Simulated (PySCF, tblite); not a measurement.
# C₄H₉BF₂O: a rotation path, then NMR shifts on frames, part 2 of 2

tblite 0.8.0 and PySCF 2.14.0. Atoms count from 0. Earlier steps stand in the parts before.

## (5) NMR shieldings: image 4, PBE0/pcSseg-1

Job settings and geometry (Å):

```
{"job": {"kind": "nmr", "xc": "PBE0", "basis": "pcSseg-1", "pop": false}, "charge": 0, "multiplicity": 1}
C     -1.370800     0.767700    -1.067200
C     -0.712100     0.260400     0.219400
C     -1.734500    -0.420300     1.122200
O      0.302900    -0.700900    -0.032800
C      1.535100    -0.184900    -0.515100
B      2.808400    -0.588100     0.351800
F      2.827000    -1.475300     1.314600
F      3.978800    -0.027400     0.107800
H     -2.160500     1.470800    -0.815100
H     -1.804100    -0.065600    -1.614600
H     -0.652400     1.272100    -1.709100
H     -0.266300     1.116400     0.754300
H     -2.180300    -1.259600     0.596200
H     -2.511500     0.284200     1.405000
H     -1.241000    -0.793900     2.015200
H      1.689300    -0.551800    -1.543400
H      1.485000     0.908400    -0.599300
```

With the program's defaults for keys left out, this is: GIAO PBE0/pcSseg-1 NMR shielding, non-relativistic, gas phase.

Standard output:

```text
coarse grid: 14272 points
cycle   1  E = -456.9888851248  dE =  8.199e-01  |g| = 8.229e-01  |ddm| = 3.419e+00
cycle   2  E = -456.8834877343  dE =  1.054e-01  |g| = 1.169e+00  |ddm| = 1.317e+00
cycle   3  E = -457.1088398947  dE = -2.254e-01  |g| = 9.533e-02  |ddm| = 8.237e-01
cycle   4  E = -457.1103737902  dE = -1.534e-03  |g| = 3.942e-02  |ddm| = 7.906e-02
cycle   5  E = -457.1106619391  dE = -2.881e-04  |g| = 9.575e-03  |ddm| = 3.066e-02
cycle   6  E = -457.1106751081  dE = -1.317e-05  |g| = 3.095e-03  |ddm| = 7.477e-03
cycle   7  E = -457.1106768815  dE = -1.773e-06  |g| = 2.503e-04  |ddm| = 2.213e-03
final grid: 138808 points
cycle   8  E = -457.1774137994  dE = -6.917e-05  |g| = 1.172e-02  |ddm| = 2.649e-02
cycle   9  E = -457.1773923798  dE =  2.142e-05  |g| = 1.611e-02  |ddm| = 1.696e-02
cycle  10  E = -457.1774407774  dE = -4.840e-05  |g| = 1.607e-03  |ddm| = 1.033e-02
cycle  11  E = -457.1774413075  dE = -5.301e-07  |g| = 1.795e-04  |ddm| = 1.507e-03
cycle  12  E = -457.1774413138  dE = -6.219e-09  |g| = 7.390e-05  |ddm| = 2.066e-04
cycle  13  E = -457.1774413148  dE = -1.006e-09  |g| = 2.469e-05  |ddm| = 6.285e-05
cycle  14  E = -457.1774413149  dE = -1.037e-10  |g| = 4.884e-06  |ddm| = 1.542e-05
converged SCF energy = -457.1774413149

GIAO shielding tensors (ppm)
atom      isotropic    diamagn.    paramagn.     s11        s22        s33       span
  0 C      164.605     249.584     -84.979    145.873    160.423    187.519     41.647
  1 C      106.686     244.487    -137.802     74.651     89.193    156.213     81.562
  2 C      160.705     247.699     -86.994    141.370    154.117    186.629     45.259
  3 O      304.207     399.432     -95.225    253.579    296.363    362.680    109.101
  4 C      127.234     250.795    -123.560     91.637    104.331    185.735     94.098
  5 B       72.427     192.801    -120.373     45.864     83.448     87.971     42.107
  6 F      239.497     468.268    -228.770     51.314    284.520    382.658    331.344
  7 F      247.839     464.590    -216.752     75.910    290.990    376.615    300.705
  8 H       30.922      30.406       0.516     26.755     28.685     37.325     10.570
  9 H       30.848      31.033      -0.185     27.966     28.648     35.930      7.965
 10 H       30.127      31.488      -1.361     25.498     29.540     35.342      9.844
 11 H       28.441      33.394      -4.952     25.842     28.175     31.307      5.465
 12 H       30.478      30.555      -0.076     27.590     28.676     35.168      7.578
 13 H       30.826      29.836       0.989     26.682     28.580     37.215     10.532
 14 H       30.135      30.553      -0.418     25.832     28.471     36.101     10.269
 15 H       27.623      30.040      -2.417     22.783     26.701     33.385     10.603
 16 H       28.538      32.313      -3.775     24.001     27.915     33.698      9.697
```

Run time: 62 s. Hardware: 1 thread of Intel Xeon at 2.50GHz, shared host; peak memory 0.84 GiB.

In short: δ C1 80.2, C4 59.7, C2 26.2, C0 22.3, H15 4.09, H11 3.28 ppm.

## (6) NMR shieldings: image 6, PBE0/pcSseg-1

Job settings and geometry (Å):

```
{"job": {"kind": "nmr", "xc": "PBE0", "basis": "pcSseg-1", "pop": false}, "charge": 0, "multiplicity": 1}
C     -1.356300     0.605700    -1.148400
C     -0.753800     0.314600     0.228500
C     -1.782400    -0.332400     1.149200
O      0.353700    -0.575900     0.180800
C      1.552400    -0.016300    -0.314000
B      2.870100    -0.744000     0.200700
F      2.925400    -1.888600     0.832300
F      4.047800    -0.189900    -0.022600
H     -2.215200     1.261500    -1.030600
H     -1.684300    -0.319300    -1.615900
H     -0.638800     1.097000    -1.801000
H     -0.413600     1.267400     0.672000
H     -2.128300    -1.263400     0.710300
H     -2.627000     0.335300     1.295600
H     -1.323700    -0.551200     2.109600
H      1.560000    -0.037900    -1.418300
H      1.606900     1.049600    -0.038100
```

Level: GIAO PBE0/pcSseg-1 NMR shielding, non-relativistic, gas phase.

Standard output:

```text
coarse grid: 14272 points
cycle   1  E = -456.9910040380  dE =  8.258e-01  |g| = 8.203e-01  |ddm| = 3.414e+00
cycle   2  E = -456.8864704102  dE =  1.045e-01  |g| = 1.165e+00  |ddm| = 1.330e+00
cycle   3  E = -457.1103062169  dE = -2.238e-01  |g| = 9.598e-02  |ddm| = 8.374e-01
cycle   4  E = -457.1118532735  dE = -1.547e-03  |g| = 3.946e-02  |ddm| = 7.949e-02
cycle   5  E = -457.1121397393  dE = -2.865e-04  |g| = 9.671e-03  |ddm| = 3.088e-02
cycle   6  E = -457.1121531304  dE = -1.339e-05  |g| = 3.104e-03  |ddm| = 7.507e-03
cycle   7  E = -457.1121549281  dE = -1.798e-06  |g| = 2.322e-04  |ddm| = 2.222e-03
final grid: 138808 points
cycle   8  E = -457.1794903758  dE = -6.901e-05  |g| = 1.148e-02  |ddm| = 2.579e-02
cycle   9  E = -457.1794703574  dE =  2.002e-05  |g| = 1.568e-02  |ddm| = 1.671e-02
cycle  10  E = -457.1795164617  dE = -4.610e-05  |g| = 1.596e-03  |ddm| = 1.006e-02
cycle  11  E = -457.1795169854  dE = -5.237e-07  |g| = 1.904e-04  |ddm| = 1.543e-03
cycle  12  E = -457.1795169925  dE = -7.091e-09  |g| = 7.293e-05  |ddm| = 2.211e-04
cycle  13  E = -457.1795169935  dE = -1.000e-09  |g| = 2.516e-05  |ddm| = 6.498e-05
cycle  14  E = -457.1795169936  dE = -1.116e-10  |g| = 4.956e-06  |ddm| = 1.622e-05
converged SCF energy = -457.1795169936

GIAO shielding tensors (ppm)
atom      isotropic    diamagn.    paramagn.     s11        s22        s33       span
  0 C      166.102     249.724     -83.622    146.879    163.930    187.495     40.617
  1 C      105.155     244.057    -138.901     74.378     84.949    156.139     81.761
  2 C      160.587     247.722     -87.135    140.606    154.604    186.550     45.944
  3 O      293.643     399.654    -106.011    251.919    284.256    344.754     92.835
  4 C      126.460     251.626    -125.167     88.311    107.272    183.796     95.486
  5 B       72.923     192.071    -119.149     47.852     83.353     87.562     39.710
  6 F      240.734     467.941    -227.207     55.367    285.248    381.589    326.222
  7 F      248.321     464.318    -215.998     77.028    293.577    374.357    297.329
  8 H       30.904      30.376       0.528     26.825     28.666     37.220     10.395
  9 H       30.899      31.093      -0.194     27.978     28.592     36.127      8.149
 10 H       30.026      31.514      -1.488     25.236     29.455     35.387     10.151
 11 H       28.418      33.006      -4.588     26.140     27.812     31.302      5.162
 12 H       30.456      30.561      -0.104     27.578     28.672     35.120      7.542
 13 H       30.807      29.661       1.146     26.665     28.576     37.179     10.513
 14 H       30.178      30.423      -0.245     26.047     28.348     36.139     10.092
 15 H       27.597      31.163      -3.566     22.742     27.074     32.974     10.232
 16 H       28.593      32.054      -3.461     24.953     27.031     33.795      8.842
```

Wall time 56 s (1 thread of Intel Xeon at 2.50GHz, shared host); peak memory 0.82 GiB.

In short: δ C1 81.8, C4 60.5, C2 26.3, C0 20.8, H15 4.12, H11 3.30 ppm.

## (7) NMR shieldings: image 8, PBE0/pcSseg-1

Job settings and geometry (Å):

```
{"job": {"kind": "nmr", "xc": "PBE0", "basis": "pcSseg-1", "pop": false}, "charge": 0, "multiplicity": 1}
C     -1.302500     0.429500    -1.200800
C     -0.775600     0.364400     0.234200
C     -1.812600    -0.252700     1.167000
O      0.387600    -0.450100     0.334100
C      1.586200     0.160800    -0.086500
B      2.828300    -0.824500     0.004300
F      2.762600    -2.101000     0.283600
F      4.048300    -0.383600    -0.236000
H     -2.216800     1.015400    -1.232900
H     -1.510800    -0.576400    -1.556500
H     -0.576800     0.889900    -1.867300
H     -0.530900     1.383400     0.579700
H     -2.038400    -1.263000     0.838500
H     -2.723100     0.339500     1.165100
H     -1.419300    -0.300500     2.178300
H      1.505000     0.513700    -1.128900
H      1.781800     1.067200     0.514200
```

With the program's defaults for keys left out, this is: GIAO PBE0/pcSseg-1 NMR shielding, non-relativistic, gas phase.

Standard output:

```text
coarse grid: 14272 points
cycle   1  E = -456.9925489665  dE =  8.316e-01  |g| = 8.200e-01  |ddm| = 3.416e+00
cycle   2  E = -456.8880412754  dE =  1.045e-01  |g| = 1.164e+00  |ddm| = 1.352e+00
cycle   3  E = -457.1118616592  dE = -2.238e-01  |g| = 9.632e-02  |ddm| = 8.547e-01
cycle   4  E = -457.1134130900  dE = -1.551e-03  |g| = 3.960e-02  |ddm| = 7.925e-02
cycle   5  E = -457.1136995627  dE = -2.865e-04  |g| = 9.711e-03  |ddm| = 3.094e-02
cycle   6  E = -457.1137130724  dE = -1.351e-05  |g| = 3.100e-03  |ddm| = 7.566e-03
cycle   7  E = -457.1137148773  dE = -1.805e-06  |g| = 2.177e-04  |ddm| = 2.229e-03
final grid: 138808 points
cycle   8  E = -457.1808122518  dE = -7.106e-05  |g| = 1.202e-02  |ddm| = 2.702e-02
cycle   9  E = -457.1807896509  dE =  2.260e-05  |g| = 1.654e-02  |ddm| = 1.706e-02
cycle  10  E = -457.1808403111  dE = -5.066e-05  |g| = 1.640e-03  |ddm| = 1.060e-02
cycle  11  E = -457.1808408674  dE = -5.563e-07  |g| = 1.968e-04  |ddm| = 1.604e-03
cycle  12  E = -457.1808408751  dE = -7.735e-09  |g| = 7.559e-05  |ddm| = 2.305e-04
cycle  13  E = -457.1808408762  dE = -1.046e-09  |g| = 2.706e-05  |ddm| = 6.679e-05
cycle  14  E = -457.1808408763  dE = -1.221e-10  |g| = 4.992e-06  |ddm| = 1.694e-05
converged SCF energy = -457.1808408763

GIAO shielding tensors (ppm)
atom      isotropic    diamagn.    paramagn.     s11        s22        s33       span
  0 C      167.237     249.558     -82.321    145.902    167.083    188.727     42.825
  1 C      108.580     243.851    -135.271     82.236     86.275    157.230     74.994
  2 C      160.963     247.711     -86.748    141.520    154.656    186.712     45.192
  3 O      290.950     399.966    -109.016    255.832    278.433    338.584     82.752
  4 C      129.021     251.652    -122.631     92.603    110.874    183.587     90.984
  5 B       72.707     192.076    -119.368     47.515     83.405     87.202     39.688
  6 F      239.567     468.555    -228.988     54.260    283.205    381.237    326.977
  7 F      248.541     463.961    -215.420     74.419    294.861    376.345    301.926
  8 H       30.928      30.373       0.555     26.744     28.623     37.416     10.672
  9 H       30.971      31.287      -0.316     28.047     28.682     36.182      8.135
 10 H       29.943      31.577      -1.634     24.970     29.456     35.403     10.433
 11 H       28.420      32.699      -4.279     26.344     27.428     31.489      5.146
 12 H       30.475      30.652      -0.177     27.575     28.731     35.119      7.544
 13 H       30.837      29.589       1.248     26.610     28.597     37.305     10.695
 14 H       30.259      30.317      -0.058     26.136     28.221     36.420     10.284
 15 H       27.912      32.012      -4.100     23.008     27.664     33.064     10.057
 16 H       28.360      31.104      -2.743     24.258     26.864     33.959      9.702
```

Run time: 62 s. Hardware: 1 thread of Intel Xeon at 2.50GHz, shared host; peak memory 0.82 GiB.

Key values: δ C1 78.3, C4 57.9, C2 26.0, C0 19.7, H15 3.80, H16 3.36 ppm.

## (8) Side by side: NMR shifts

Shifts (ppm) of some atoms, chosen among heavy atoms and hydrogens apart, with basis size and wall time:

```csv
frame,C1,C4,C0,H15,H16,O3,F7,functions,time
image 0,76.7,57.1,20.0,3.97,3.88,41.2,-69.9,181,53 s
image 2,77.3,57.3,20.8,3.86,3.45,35.3,-73.8,181,53 s
image 4,80.2,59.7,22.3,4.09,3.18,31.9,-76.9,181,62 s
image 6,81.8,60.5,20.8,4.12,3.12,42.4,-77.4,181,56 s
image 8,78.3,57.9,19.7,3.80,3.36,45.1,-77.6,181,62 s
```

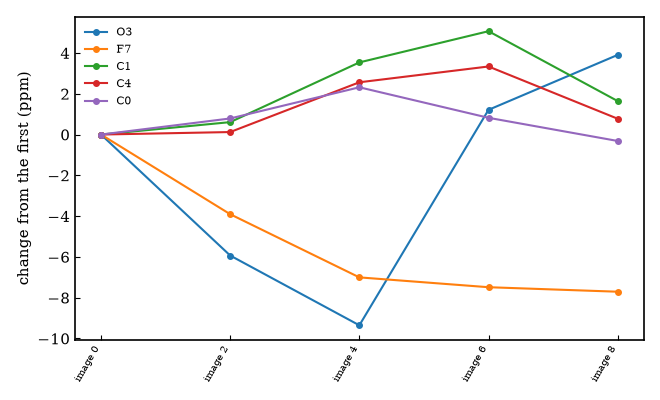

How five of the tabulated atoms move from run to run.

## (9) Results

What follows sums up all 2 parts.

| quantity | value |
| --- | --- |
| barrier | 0.096 eV (2.2 kcal/mol) at image 4 |
| end to end (GFN2-xTB) | 0.025 eV |
| 13C shifts against TMS (PBE0/pcSseg-1, image 0) | 76.7, 57.1, 26.1, 20.0 ppm |
| 1H shifts against TMS (PBE0/pcSseg-1, image 0) | 3.97, 3.88, 3.39, 1.68, 1.57, 1.20, 0.90, 0.77, 0.76 ppm |
| 17O shifts against H2O (PBE0/pcSseg-1, image 0) | 41.2 ppm |
| 11B shifts against BF3·OEt2 (PBE0/pcSseg-1, image 0) | 27.9 ppm |
| 19F shifts against CFCl3 (PBE0/pcSseg-1, image 0) | -68.5, -69.9 ppm |
| range of the shift of O3 | 31.9 to 45.1 ppm |

In words: Along the band the dihedral turns by 117°, and the top (dihedral 125°) lies 2.2 kcal/mol above the start (GFN2-xTB, rough), so at room temperature this motion is fast. Ends this close can change order at a higher level. The top was not checked by a frequency run. Shifts at one fixed geometry are not the observed spectrum, which averages over the motion. In the first frame run (image 0): Shielding is most anisotropic at F6 (span 328 ppm, paramagnetic term -231 ppm). In ppm, O3 moves most: its shift spreads over 13.3 ppm, from 31.9 (image 4) to 45.1 (image 8).
